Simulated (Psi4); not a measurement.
# N2O (nitrous oxide): DSD-PBEP86/cc-pVTZ (density fitting for correlation)

Aim: the vertical ionisation energy of N2O (nitrous oxide) at DSD-PBEP86/cc-pVTZ (density fitting for correlation), from 2 runs. 

The results are computed with Psi4 1.11.

3 further runs of the same task are left out: 3 set aside as unsound or not needed.

## 1. Starting point

N2O: 3 atoms, total charge 0, spin state singlet. As SMILES, `N#[N+][O-]`. Geometry: relaxed at PBE0-D4/def2-TZVP.

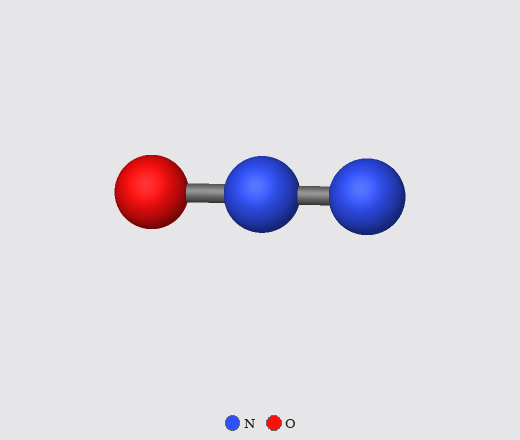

Viewed from a chosen angle; nitrogen blue, oxygen red.

## 2. A single-point energy at DSD-PBEP86/cc-pVTZ (density fitting for correlation)

n2o.json reads:

```json
{
  "schema_name": "qcschema_input",
  "schema_version": 1,
  "molecule": {
    "schema_name": "qcschema_molecule",
    "schema_version": 2,
    "symbols": ["N", "N", "O"],
    "geometry": [-0.96697286, 1.89218277, -0.31728502, -0.0158737, 0.03118048, -0.00529123, 0.98284656, -1.92336325, 0.32257625],
    "molecular_charge": 0,
    "molecular_multiplicity": 1,
    "fix_symmetry": "c1",
    "fix_com": true,
    "fix_orientation": true
  },
  "driver": "energy",
  "model": {
    "method": "dsd-pbep86",
    "basis": "cc-pVTZ"
  },
  "keywords": {
    "reference": "rks",
    "puream": true,
    "e_convergence": 1e-09,
    "d_convergence": 1e-08,
    "scf_type": "pk",
    "dft_radial_points": 99,
    "dft_spherical_points": 590,
    "num_frozen_docc": 3
  }
}
```

On the command line:

```
$ psi4 --qcschema n2o.json -n 1 --memory 1600MB
```

stdout:

```text
[...]
  Running in c1 symmetry.
[...]
  Nuclear repulsion =   61.347861697462953
[...]
  Multiplicity = 1
[...]
  Nalpha       = 11
  Nbeta        = 11
[...]
    Number of basis functions: 90
[...]
   @RKS iter   1:  -184.05523750399047   -3.83279e-01   4.91644e-03 ADIIS/DIIS
[...]
   @RKS iter  11:  -184.12246865148114   -1.33582e-12   2.95926e-09 DIIS
[...]
    Orbital Energies [Eh]
    ---------------------
    Doubly Occupied:
       1A    -20.157460     2A    -15.389413     3A    -15.244274
       4A     -1.500783     5A     -1.318844     6A     -0.758854
       7A     -0.706026     8A     -0.706026     9A     -0.624719
      10A     -0.444039    11A     -0.444039
[...]
  @RKS Final Energy:  -184.12246865148114
   => Energetics <=
    Nuclear Repulsion Energy =             61.3478616974629531
    One-Electron Energy =                -371.8157126999327602
    Two-Electron Energy =                 132.6864449284539091
    DFT Exchange-Correlation Energy =      -6.3410625774652640
    Empirical Dispersion Energy =           0.0000000000000000
    VV10 Nonlocal Energy =                  0.0000000000000000
    Total Energy =                       -184.1224686514811424
[...]
 Multipole Moments:
 ------------------------------------------------------------------------------------
     Multipole            Electronic (a.u.)      Nuclear  (a.u.)        Total (a.u.)
 ------------------------------------------------------------------------------------
 L = 1.  Multiply by 2.5417464519 to convert [e a0] to [Debye]
 Dipole X            :         -1.0460296            0.9828466           -0.0631830
 Dipole Y            :          2.0470629           -1.9233632            0.1236997
 Dipole Z            :         -0.3433516            0.3225763           -0.0207753
 Magnitude           :                                                    0.1404469
[...]
```

The result, in JSON:

```text
{
 "driver": "energy",
 "model": {
  "method": "dsd-pbep86",
  "basis": "cc-pVTZ"
 },
 "success": true,
 "return_result": -184.46118345249775,
 "properties": {
  "calcinfo_nbasis": 90,
  "calcinfo_nmo": 90,
  "calcinfo_nalpha": 11,
  "calcinfo_nbeta": 11,
  "calcinfo_natom": 3,
  "nuclear_repulsion_energy": 61.34786169746295,
  "return_energy": -184.46118345249775,
  "scf_one_electron_energy": -371.81571269993276,
  "scf_two_electron_energy": 132.6864449284539,
  "scf_xc_energy": -6.341062577465264,
  "scf_dipole_moment": [-0.06318301301261764, 0.12369969091152688, -0.020775305036657588],
  "scf_total_energy": -184.12246865148114,
  "scf_iterations": 11
 }
}
```

Wall time 5.7 s (1 thread of Intel Xeon 6975P-C (Granite Rapids), shared host); peak memory 0.74 GiB.

## 3. The doublet cation at the same level

run.py reads:

```python
import numpy as np
from ase.calculators.psi4 import Psi4
from ase import Atoms

a = Atoms(['N', 'N', 'O'], positions=[
    [-0.511700, 1.001300, -0.167900],
    [-0.008400, 0.016500, -0.002800],
    [0.520100, -1.017800, 0.170700],
])
calc = Psi4(atoms=a, method='dsd-pbep86', basis='cc-pVTZ', memory='1600MB', num_threads=1, charge=1, multiplicity=2, label='n2o', reference='uks')
calc.psi4.set_options({'puream': True, 'e_convergence': 1e-09, 'd_convergence': 1e-08, 'scf_type': 'pk', 'dft_radial_points': 99, 'dft_spherical_points': 590, 'num_frozen_docc': 3, 'maxiter': 200})
a.calc = calc

print(f'energy: {a.get_potential_energy():.6f} eV')
```

On the command line:

```
$ python run.py
```

n2o.dat:

```text
[...]
  Running in c1 symmetry.
[...]
  Nuclear repulsion =   61.347861729966482
[...]
  Multiplicity = 2
[...]
  Nalpha       = 11
  Nbeta        = 10
[...]
    Number of basis functions: 90
[...]
   @UKS iter   1:  -183.58136091209798    9.05976e-02   4.79510e-03 DIIS/ADIIS
[...]
   @UKS iter  17:  -183.68349028692398   -3.38218e-12   9.22196e-09 DIIS
[...]
   @S^2 Observed:                8.348704280E-01
[...]
    Orbital Energies [Eh]
    ---------------------
    Alpha Occupied:
       1A    -20.618340     2A    -15.722794     3A    -15.649719
       4A     -1.901327     5A     -1.712005     6A     -1.156848
       7A     -1.102952     8A     -1.066172     9A     -0.977822
      10A     -0.887694    11A     -0.835843
    Alpha Virtual:
      12A     -0.258194    13A     -0.241834    14A     -0.097375
      15A      0.108986    16A      0.193673    17A      0.205083
      18A      0.246348    19A      0.299571    20A      0.326258
      21A      0.342423    22A      0.365275    23A      0.492840
      24A      0.509651    25A      0.584854    26A      0.585115
[...]
  @UKS Final Energy:  -183.68349028692398
   => Energetics <=
    Nuclear Repulsion Energy =             61.3478617299664819
    One-Electron Energy =                -363.5498772412536255
    Two-Electron Energy =                 124.7458595921765578
    DFT Exchange-Correlation Energy =      -6.2273343678133868
    Empirical Dispersion Energy =           0.0000000000000000
    VV10 Nonlocal Energy =                  0.0000000000000000
    Total Energy =                       -183.6834902869239841
[...]
 Multipole Moments:
 ------------------------------------------------------------------------------------
     Multipole            Electronic (a.u.)      Nuclear  (a.u.)        Total (a.u.)
 ------------------------------------------------------------------------------------
 L = 1.  Multiply by 2.5417464519 to convert [e a0] to [Debye]
 Dipole X            :         -0.0339142            0.0040334           -0.0298808
 Dipole Y            :          0.0664081           -0.0078930            0.0585151
 Dipole Z            :         -0.0111590            0.0013238           -0.0098352
 Magnitude           :                                                    0.0664351
[...]
```

Standard output:

```text
energy: -5006.276106 eV
```

Run time: 9.6 s. Hardware: 1 thread of Intel Xeon 6975P-C (Granite Rapids), shared host; peak memory 0.76 GiB.

## 4. Results

Level: DSD-PBEP86/cc-pVTZ (density fitting for correlation), 3 core orbitals frozen.

```
                                                                quantity          value
                                               singlet N2O: total energy  -184.46118 Eh
                          singlet N2O: HOMO energy (SCF part's orbitals)      -12.08 eV
                          singlet N2O: LUMO energy (SCF part's orbitals)        2.59 eV
                        singlet N2O: HOMO–LUMO gap (SCF part's orbitals)       14.68 eV
                                            doublet cation: total energy  -183.97726 Eh
doublet cation: HOMO energy (SCF part's orbitals) (highest over α and β)      -21.94 eV
 doublet cation: LUMO energy (SCF part's orbitals) (lowest over α and β)      -11.88 eV
                                                    doublet cation: ⟨S²⟩          0.835
                      vertical ionisation energy (to the doublet cation)      13.168 eV
```

What this shows: Removing an electron at fixed nuclei costs 13.17 eV (304 kcal/mol). −ε(HOMO) before ionisation, 12.08 eV, is 1.09 eV below this ionisation energy.
